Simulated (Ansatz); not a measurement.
One stationary structure of Ti$_{3}$Al. Space group Fm-3m (No. 225), AFLOW prototype AB3_cF16_225_a_bc (D0_3, as in BiF3). Computed with r2SCAN (plane waves to 500 eV, PAW, scalar-relativistic; Ansatz, a quantum-chemistry and plane-wave program).

```xyz
4
Lattice="0.0000 3.2130 3.2130 3.2130 0.0000 3.2130 3.2130 3.2130 0.0000" Properties=species:S:1:pos:R:3 pbc="T T T"
Al     3.2130     3.2130     3.2130
Ti     1.6065     1.6065     1.6065
Ti     0.0000     0.0000     0.0000
Ti     4.8195     4.8195     4.8195
```

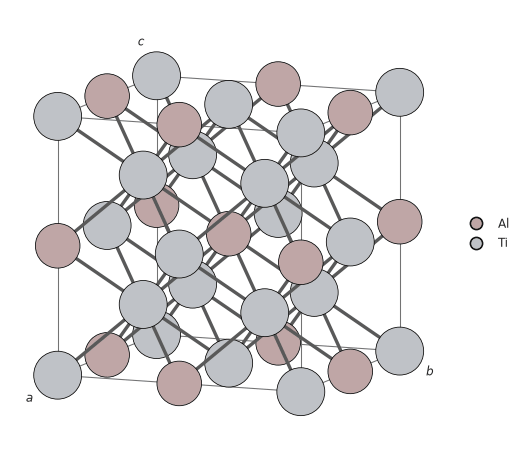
The conventional cell of the relaxed structure

```yaml
volume_per_atom: 16.58 Å³
band_gap: no gap (metallic)
shortest_distances: Ti–Ti 2.78 Å; Al–Ti 2.78 Å
k-mesh: 13×13×13
```

Band energies at high-symmetry points (eV from the Fermi level; labels of this space group; no spin-orbit coupling), from −5 eV up to 0.8 eV:

```
point                                            energies
-----  --------------------------------------------------
Γ         -1.80 -1.80 -1.80 -1.78 -1.78 -0.01 -0.01 -0.01
X         -4.02 -2.10 -2.08 -0.78 -0.78 -0.14 -0.03 -0.03
U      -3.60 -3.12 -1.76 -1.36 -0.40 -0.14 0.23 0.50 0.72
K      -3.60 -3.12 -1.76 -1.36 -0.40 -0.14 0.23 0.50 0.72
L         -4.44 -2.03 -2.03 -0.32 -0.29 -0.29 -0.10 -0.10
W      -3.25 -3.25 -2.36 -1.03 -0.34 -0.34 0.15 0.76 0.76
```

No spin polarisation in the result. A magnetic state may lie lower.

The run could not lose the symmetry of its start.

The first start was generated by a random draw of sites in a space group. Materials Project lists a structure of Ti3Al in the same space group, Fm-3m (No. 225); the sites were not compared with it, nor with measured phases. Known forms of Ti3Al include space group No. 194.
